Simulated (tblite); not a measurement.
# C$_{5}$H$_{9}$FSi: geometry relaxation (part 1 of 4)

The run: geometry relaxation of C$_{5}$H$_{9}$FSi, SMILES CCC1=C[C@@H](F)[SiH2]1. Method and program: GFN2-xTB geometry optimisation, gas phase (tblite 0.8.0).

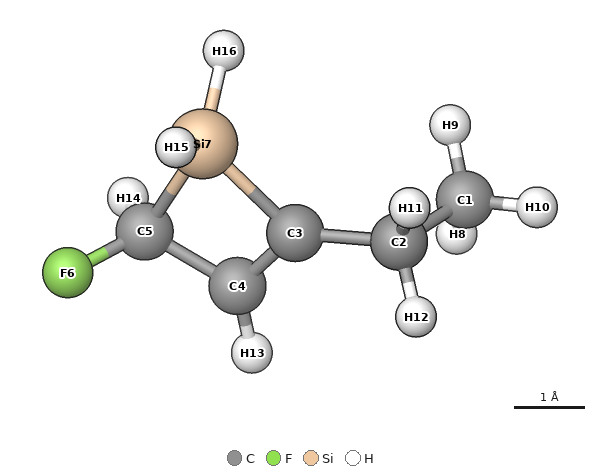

The structure as given in the input (ball-and-stick view, seen at a tilt; atoms are numbered from 1 in the order of the input).

### The input
```
{"job": {"kind": "relax", "xc": "GFN2-xTB", "basis": "xTB"}, "charge": 0, "multiplicity": 1}
C      2.139000    -0.613000    -0.804600
C      1.415900    -0.286100     0.489800
C     -0.096800    -0.052000     0.273500
C     -1.177200    -0.871000     0.220200
C     -2.345000     0.094000    -0.048800
F     -3.342300     0.190300     0.857400
Si    -1.096600     1.527700     0.027100
H      1.720700    -1.505200    -1.265100
H      2.037400     0.209800    -1.518100
H      3.192400    -0.782000    -0.620300
H      1.867000     0.596100     0.955400
H      1.548900    -1.122900     1.205700
H     -1.229400    -1.964900     0.352400
H     -2.755000     0.002600    -1.069500
H     -1.106400     2.383400     1.254300
H     -0.780200     2.202200    -1.243600
```

The first line tells a small driver script what to run in tblite; the rest is the geometry in Å.

Hardware: 1 CPU thread, shared host.

Run as:
```bash
OMP_NUM_THREADS=1 python <driver script> task.json out
```

### The program's output
```
step      E/eV     max force
  0    -590.03551    1.639
  1    -590.14806    0.959
  2    -590.21057    0.673
  3    -590.24716    0.639
  4    -590.27479    0.409
  5    -590.28653    0.293
  6    -590.29425    0.299
  7    -590.30228    0.269
  8    -590.31112    0.235
  9    -590.31782    0.247
 10    -590.32336    0.215
 11    -590.32770    0.157
 12    -590.33158    0.156
 13    -590.33525    0.147
 14    -590.33879    0.152
 15    -590.34176    0.134
 16    -590.34387    0.100
 17    -590.34530    0.085
 18    -590.34634    0.070
 19    -590.34725    0.070
 20    -590.34817    0.069
 21    -590.34908    0.084
 22    -590.34988    0.068
 23    -590.35051    0.071
 24    -590.35101    0.061
 25    -590.35144    0.052
 26    -590.35180    0.049
 27    -590.35207    0.047
 28    -590.35229    0.048
 29    -590.35249    0.040
 30    -590.35270    0.036
 31    -590.35291    0.038
 32    -590.35312    0.036
 33    -590.35332    0.036
 34    -590.35354    0.044
 35    -590.35380    0.043
 36    -590.35411    0.063
 37    -590.35448    0.068
 38    -590.35492    0.054
 39    -590.35541    0.063
 40    -590.35592    0.057
 41    -590.35637    0.042
 42    -590.35671    0.036
 43    -590.35698    0.038
 44    -590.35729    0.045
 45    -590.35766    0.047
 46    -590.35810    0.058
 47    -590.35849    0.051
 48    -590.35880    0.038
 49    -590.35906    0.039
 50    -590.35933    0.043
 51    -590.35957    0.035
 52    -590.35977    0.035
 53    -590.35994    0.036
 54    -590.36017    0.047
 55    -590.36044    0.056
 56    -590.36070    0.042
 57    -590.36090    0.029
 58    -590.36104    0.027
 59    -590.36119    0.035
 60    -590.36142    0.034
 61    -590.36180    0.040
 62    -590.36224    0.049
 63    -590.36268    0.045
 64    -590.36320    0.045
 65    -590.36358    0.041
 66    -590.36383    0.036
 67    -590.36410    0.042
 68    -590.36471    0.077
 69    -590.36576    0.103
 70    -590.36709    0.096
 71    -590.36844    0.079
 72    -590.36954    0.064
 73    -590.37033    0.067
 74    -590.37062    0.106
 75    -590.37154    0.057
 76    -590.37216    0.049
 77    -590.37286    0.054
 78    -590.37339    0.064
 79    -590.37417    0.070
 80    -590.37512    0.070
 81    -590.37596    0.075
 82    -590.37631    0.074
 83    -590.37657    0.041
 84    -590.37677    0.033
 85    -590.37697    0.056
 86    -590.37718    0.058
 87    -590.37754    0.059
 88    -590.37822    0.063
 89    -590.37863    0.066
 90    -590.37917    0.063
 91    -590.37974    0.047
 92    -590.38020    0.054
 93    -590.38049    0.070
 94    -590.38086    0.049
 95    -590.38103    0.028
 96    -590.38118    0.027
 97    -590.38135    0.028
 98    -590.38151    0.029
 99    -590.38165    0.023
100    -590.38174    0.021
101    -590.38181    0.017
102    -590.38186    0.017
103    -590.38190    0.012
104    -590.38193    0.010
```

### Trajectory as extended XYZ (Å, eV, eV/Å), 50 of the 105 frames kept, from step=0 to step=104
```
16
Properties=species:S:1:pos:R:3:forces:R:3 step=0 energy=-590.03551
C     2.1390   -0.6130   -0.8046   -0.2040   0.1500  -0.3670
C     1.4159   -0.2861    0.4898   -1.2130  -0.5520   0.4470
C    -0.0968   -0.0520    0.2735    0.5570  -0.4390   0.2300
C    -1.1772   -0.8710    0.2202    0.4050   0.1090   0.3040
C    -2.3450    0.0940   -0.0488    1.2170  -0.0460  -1.0970
F    -3.3423    0.1903    0.8574   -0.7810  -0.5540   0.4840
Si   -1.0966    1.5277    0.0271    1.0520   1.0730   0.3870
H     1.7207   -1.5052   -1.2651   -0.0110  -0.0200   0.0240
H     2.0374    0.2098   -1.5181    0.0200  -0.0980   0.1260
H     3.1924   -0.7820   -0.6203    0.1490  -0.0100   0.0400
H     1.8670    0.5961    0.9554   -0.2570   0.0040  -0.1570
H     1.5489   -1.1229    1.2057   -0.1070   0.2520  -0.3400
H    -1.2294   -1.9649    0.3524   -0.0930   0.7620  -0.1210
H    -2.7550    0.0026   -1.0695   -0.3760  -0.4510   0.4470
H    -1.1064    2.3834    1.2543   -0.1580  -0.2630  -0.6230
H    -0.7802    2.2022   -1.2436   -0.1990   0.0840   0.2160
16
Properties=species:S:1:pos:R:3:forces:R:3 step=2 energy=-590.21057
C     2.1319   -0.6111   -0.8094   -0.1030  -0.0520   0.1490
C     1.3837   -0.2992    0.4993    0.1930  -0.0130  -0.1260
C    -0.0833   -0.0616    0.2823    0.0830   0.3300   0.1340
C    -1.1625   -0.8621    0.2294   -0.0510   0.1870   0.0280
C    -2.3097    0.0961   -0.0719    0.0760   0.2250   0.1900
F    -3.3566    0.1675    0.8628    0.3780  -0.4340  -0.3490
Si   -1.0564    1.5561    0.0395    0.5230  -0.2000  -0.0670
H     1.7200   -1.5066   -1.2654   -0.0220  -0.0380  -0.0470
H     2.0372    0.2093   -1.5156   -0.0480   0.0430   0.0240
H     3.1938   -0.7814   -0.6189   -0.1700   0.0510   0.0450
H     1.8535    0.5920    0.9478   -0.3370  -0.1540  -0.1360
H     1.5447   -1.1194    1.1969   -0.0840  -0.2120   0.0350
H    -1.2334   -1.9390    0.3484   -0.0710   0.2460  -0.0250
H    -2.7705   -0.0162   -1.0566   -0.1850  -0.3640   0.1520
H    -1.1127    2.3769    1.2342   -0.1130   0.1640  -0.0130
H    -0.7873    2.2076   -1.2371   -0.0710   0.2210   0.0080
16
Properties=species:S:1:pos:R:3:forces:R:3 step=4 energy=-590.27479
C     2.1223   -0.6131   -0.8061    0.0070  -0.0660  -0.0350
C     1.3777   -0.3098    0.4987    0.2800  -0.0690  -0.0590
C    -0.0738   -0.0521    0.2946    0.1900   0.1470   0.0160
C    -1.1535   -0.8414    0.2359   -0.1860  -0.0260  -0.0780
C    -2.2868    0.1099   -0.0769   -0.2590   0.1070   0.1010
F    -3.3423    0.1287    0.8472    0.3590  -0.1740  -0.0890
Si   -1.0053    1.5619    0.0412   -0.1650  -0.0790  -0.1680
H     1.7182   -1.5094   -1.2684   -0.0320  -0.0210  -0.0470
H     2.0337    0.2109   -1.5118   -0.0850   0.0050   0.0530
H     3.1842   -0.7780   -0.6149   -0.1320   0.0230   0.0520
H     1.8275    0.5826    0.9369   -0.0140   0.0550   0.0760
H     1.5370   -1.1305    1.1937   -0.0530  -0.2340   0.0740
H    -1.2401   -1.9116    0.3451   -0.0220   0.0190   0.0390
H    -2.7881   -0.0487   -1.0391    0.1350  -0.1670   0.0430
H    -1.1232    2.3843    1.2230   -0.0510   0.2340   0.1110
H    -0.7951    2.2252   -1.2336    0.0280   0.2460  -0.0880
16
Properties=species:S:1:pos:R:3:forces:R:3 step=6 energy=-590.29425
C     2.1192   -0.6166   -0.8079   -0.0100  -0.0250  -0.0400
C     1.3868   -0.3174    0.4982   -0.0710  -0.0420   0.1030
C    -0.0671   -0.0470    0.2986    0.0820  -0.0040  -0.0590
C    -1.1531   -0.8312    0.2346    0.0160  -0.0860  -0.0490
C    -2.2875    0.1181   -0.0766    0.0880  -0.0610  -0.0910
F    -3.3239    0.1076    0.8418   -0.0110  -0.0570   0.2440
Si   -0.9971    1.5635    0.0350   -0.2400   0.1760  -0.0260
H     1.7159   -1.5115   -1.2718   -0.0350  -0.0320  -0.0500
H     2.0282    0.2115   -1.5078   -0.0840   0.0040   0.0290
H     3.1761   -0.7762   -0.6112    0.0350  -0.0240   0.0120
H     1.8194    0.5820    0.9375    0.1180  -0.0070   0.1010
H     1.5320   -1.1446    1.1952   -0.0120  -0.0940  -0.0150
H    -1.2436   -1.9021    0.3462   -0.0090   0.0470   0.0390
H    -2.7872   -0.0676   -1.0322    0.1250  -0.0760  -0.0920
H    -1.1291    2.3972    1.2225   -0.0190   0.0920  -0.0740
H    -0.7964    2.2434   -1.2364    0.0280   0.1890  -0.0320
16
Properties=species:S:1:pos:R:3:forces:R:3 step=8 energy=-590.31112
C     2.1162   -0.6218   -0.8106   -0.0430   0.0190   0.0900
C     1.3927   -0.3253    0.5045   -0.2270   0.0360   0.0470
C    -0.0620   -0.0423    0.2960    0.0080   0.1510  -0.0480
C    -1.1482   -0.8254    0.2287    0.0910  -0.0760   0.0030
C    -2.2850    0.1189   -0.0800    0.1080  -0.1770  -0.0540
F    -3.3064    0.0870    0.8549   -0.0600   0.0020   0.1410
Si   -1.0113    1.5747    0.0264    0.0340   0.1050   0.0120
H     1.7112   -1.5156   -1.2787   -0.0060   0.0140  -0.0010
H     2.0166    0.2124   -1.5023   -0.0500  -0.0180   0.0230
H     3.1716   -0.7767   -0.6076    0.0680  -0.0450  -0.0620
H     1.8232    0.5794    0.9466    0.1130  -0.1890   0.0580
H     1.5270   -1.1643    1.1958   -0.0100   0.0600  -0.0820
H    -1.2472   -1.8942    0.3507    0.0210   0.0360   0.0230
H    -2.7756   -0.0882   -1.0350    0.0050  -0.0050  -0.0690
H    -1.1355    2.4165    1.2175   -0.0290   0.0010  -0.1680
H    -0.7950    2.2739   -1.2414   -0.0210   0.0840   0.0870
16
Properties=species:S:1:pos:R:3:forces:R:3 step=11 energy=-590.32770
C     2.1084   -0.6261   -0.8047    0.0070   0.0150   0.0040
C     1.3834   -0.3310    0.5123    0.0880   0.0290  -0.0740
C    -0.0583   -0.0221    0.2905   -0.0110   0.0090   0.0320
C    -1.1325   -0.8199    0.2230   -0.0110   0.0310   0.0220
C    -2.2757    0.1056   -0.0861   -0.0620   0.0390   0.0390
F    -3.2856    0.0613    0.8753    0.0660   0.0260  -0.1380
Si   -1.0197    1.5921    0.0151    0.0300  -0.1310  -0.0470
H     1.7055   -1.5169   -1.2844   -0.0050   0.0430   0.0720
H     1.9982    0.2107   -1.4921    0.0010  -0.0090   0.0190
H     3.1691   -0.7814   -0.6108   -0.0530  -0.0100  -0.0580
H     1.8385    0.5546    0.9640    0.0880  -0.1060   0.0750
H     1.5165   -1.1810    1.1880   -0.1110   0.0350  -0.0280
H    -1.2464   -1.8829    0.3589    0.1330  -0.0460   0.0260
H    -2.7647   -0.1139   -1.0411   -0.0730   0.0320   0.0530
H    -1.1477    2.4408    1.1946   -0.0490   0.0220  -0.0630
H    -0.7968    2.3191   -1.2366   -0.0380   0.0220   0.0670
16
Properties=species:S:1:pos:R:3:forces:R:3 step=13 energy=-590.33525
C     2.1052   -0.6258   -0.8010    0.0220   0.0070  -0.0890
C     1.3814   -0.3304    0.5110    0.1240  -0.0260   0.0270
C    -0.0569   -0.0118    0.2899    0.0540  -0.1230   0.0320
C    -1.1255   -0.8176    0.2229   -0.0240   0.0120   0.0160
C    -2.2738    0.0998   -0.0876    0.0020   0.0950  -0.0320
F    -3.2755    0.0545    0.8758   -0.0330   0.0270  -0.0560
Si   -1.0203    1.5913    0.0077   -0.0550  -0.0300  -0.0090
H     1.7025   -1.5138   -1.2805   -0.0560  -0.0330   0.0310
H     1.9905    0.2092   -1.4866    0.0160   0.0560  -0.0410
H     3.1659   -0.7851   -0.6182   -0.0110   0.0080  -0.0080
H     1.8547    0.5331    0.9784    0.0650   0.0550   0.0720
H     1.5029   -1.1830    1.1808   -0.1160  -0.0860   0.0240
H    -1.2339   -1.8814    0.3646    0.1450  -0.0130   0.0200
H    -2.7667   -0.1205   -1.0405   -0.0580   0.0160   0.0470
H    -1.1571    2.4513    1.1766   -0.0520   0.0160  -0.0120
H    -0.8012    2.3393   -1.2275   -0.0240   0.0180  -0.0230
16
Properties=species:S:1:pos:R:3:forces:R:3 step=15 energy=-590.34176
C     2.1035   -0.6250   -0.8028   -0.0020   0.0040  -0.0420
C     1.3872   -0.3313    0.5121    0.0030  -0.0490   0.1020
C    -0.0519   -0.0083    0.2913    0.0530  -0.0130   0.0020
C    -1.1201   -0.8154    0.2239    0.0370  -0.0160   0.0040
C    -2.2720    0.0993   -0.0907    0.0490  -0.0200  -0.0400
F    -3.2686    0.0507    0.8727   -0.1080   0.0470   0.0450
Si   -1.0239    1.5888    0.0002    0.0040   0.0860   0.0270
H     1.6955   -1.5132   -1.2749   -0.0680  -0.0440  -0.0180
H     1.9844    0.2118   -1.4845    0.0220   0.0530  -0.0610
H     3.1627   -0.7881   -0.6262    0.0520   0.0120  -0.0030
H     1.8746    0.5157    0.9970    0.0000   0.0660   0.0170
H     1.4823   -1.1913    1.1755   -0.0310  -0.1280   0.0240
H    -1.2118   -1.8810    0.3714    0.0830   0.0230   0.0040
H    -2.7726   -0.1254   -1.0374   -0.0210   0.0040  -0.0110
H    -1.1698    2.4621    1.1585   -0.0530  -0.0100   0.0160
H    -0.8072    2.3595   -1.2205   -0.0200  -0.0150  -0.0670
16
Properties=species:S:1:pos:R:3:forces:R:3 step=17 energy=-590.34530
C     2.1026   -0.6245   -0.8057   -0.0130  -0.0030   0.0400
C     1.3919   -0.3346    0.5175   -0.0410  -0.0220   0.0220
C    -0.0468   -0.0066    0.2926    0.0030   0.0850   0.0020
C    -1.1151   -0.8140    0.2247    0.0460   0.0130  -0.0010
C    -2.2695    0.0986   -0.0933    0.0020  -0.0530   0.0240
F    -3.2699    0.0515    0.8716   -0.0240   0.0490   0.0080
Si   -1.0246    1.5910   -0.0026    0.0370   0.0410   0.0060
H     1.6880   -1.5148   -1.2728   -0.0230   0.0300  -0.0140
H     1.9827    0.2159   -1.4868    0.0150  -0.0240   0.0020
H     3.1632   -0.7887   -0.6308    0.0110   0.0070  -0.0290
H     1.8842    0.5101    1.0075   -0.0400  -0.0300  -0.0100
H     1.4697   -1.2035    1.1744    0.0360  -0.0580  -0.0110
H    -1.1950   -1.8798    0.3752    0.0360   0.0130  -0.0020
H    -2.7772   -0.1278   -1.0359    0.0220  -0.0010  -0.0200
H    -1.1800    2.4675    1.1510   -0.0490  -0.0070   0.0390
H    -0.8117    2.3687   -1.2211   -0.0180  -0.0400  -0.0540
16
Properties=species:S:1:pos:R:3:forces:R:3 step=19 energy=-590.34725
C     2.1015   -0.6245   -0.8051   -0.0040  -0.0050   0.0310
C     1.3920   -0.3380    0.5216    0.0000  -0.0010  -0.0400
C    -0.0440   -0.0017    0.2938   -0.0180   0.0250   0.0170
C    -1.1101   -0.8122    0.2253   -0.0050   0.0320   0.0100
C    -2.2679    0.0961   -0.0932   -0.0110   0.0320   0.0250
F    -3.2726    0.0556    0.8712    0.0520   0.0240  -0.0300
Si   -1.0228    1.5949   -0.0031   -0.0210  -0.0140  -0.0110
H     1.6827   -1.5137   -1.2728    0.0050   0.0510  -0.0020
H     1.9834    0.2164   -1.4879   -0.0020  -0.0420   0.0440
H     3.1641   -0.7883   -0.6346   -0.0310  -0.0060  -0.0220
H     1.8853    0.5065    1.0115   -0.0250  -0.0640   0.0110
H     1.4663   -1.2133    1.1733    0.0330   0.0150  -0.0370
H    -1.1843   -1.8782    0.3766    0.0280   0.0100  -0.0020
H    -2.7779   -0.1289   -1.0360    0.0510  -0.0090   0.0080
H    -1.1882    2.4690    1.1509   -0.0380  -0.0030   0.0320
H    -0.8151    2.3692   -1.2258   -0.0130  -0.0450  -0.0320
16
Properties=species:S:1:pos:R:3:forces:R:3 step=21 energy=-590.34908
C     2.0999   -0.6247   -0.8025    0.0040  -0.0020  -0.0270
C     1.3913   -0.3415    0.5235    0.0200   0.0060  -0.0270
C    -0.0420    0.0055    0.2961   -0.0070  -0.0470   0.0170
C    -1.1050   -0.8084    0.2267   -0.0410   0.0210   0.0250
C    -2.2661    0.0953   -0.0923    0.0200   0.0800  -0.0160
F    -3.2717    0.0612    0.8698    0.0450  -0.0020  -0.0100
Si   -1.0233    1.5987   -0.0047   -0.0510  -0.0060   0.0020
H     1.6771   -1.5091   -1.2729    0.0000  -0.0010  -0.0120
H     1.9832    0.2143   -1.4856   -0.0200   0.0200   0.0260
H     3.1630   -0.7890   -0.6406   -0.0180  -0.0260   0.0150
H     1.8865    0.4967    1.0180    0.0160  -0.0230   0.0410
H     1.4642   -1.2224    1.1687    0.0040   0.0350  -0.0340
H    -1.1702   -1.8754    0.3784    0.0090   0.0220  -0.0040
H    -2.7746   -0.1310   -1.0359    0.0530  -0.0150   0.0160
H    -1.2001    2.4709    1.1514   -0.0240  -0.0150  -0.0030
H    -0.8198    2.3678   -1.2324   -0.0090  -0.0460  -0.0110
```
